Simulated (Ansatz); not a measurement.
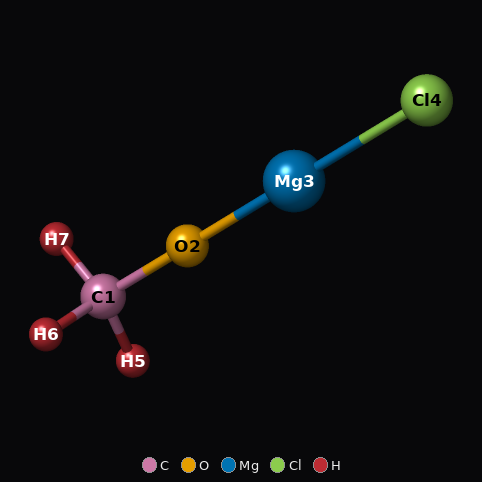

Sticks follow a distance rule. Harmonic vibrations computed with RKS PBE0-D4/def2-TZVP (Ansatz 0.2.0) at a stationary point of the same level.

**Minimum or transition state?**

A minimum: no imaginary frequency, and the lowest mode lies at 71 cm⁻¹.

**List the wavenumbers.**

15 modes: 71, 71, 143, 143, 360, 706, 1190, 1190, 1284, 1486, 1495, 1495, 2977, 3029, 3029 cm⁻¹.
